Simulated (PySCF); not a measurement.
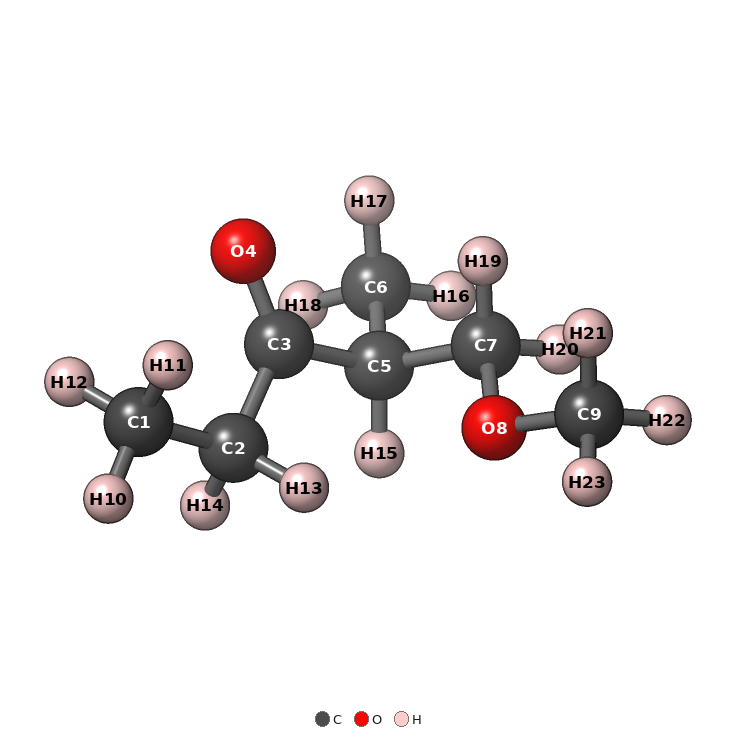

The geometry was computed by an optimisation with GFN2-xTB. No frequency run is at hand to confirm it as a minimum. Electric field gradients from the ground-state density, PBE0/pcSseg-1 (PySCF 2.14.0), non-relativistic apart from any core potentials.

Give the largest field-gradient component, the quadrupole coupling constant and the asymmetry for 17O at O4 (Q = −25.6 mb), 17O at O8 (Q = −25.6 mb), 2H at H10 (Q = 2.86 mb), 2H at H11 (Q = 2.86 mb).

| atom | V_zz (a.u.) | e²qQ/h (MHz) | η |
| --- | --- | --- | --- |
| O4 | −1.914 | 11.52 | 0.50 |
| O8 | −2.049 | 12.33 | 0.94 |
| H10 | 0.317 | 0.213 | 0.02 |
| H11 | 0.316 | 0.212 | 0.03 |
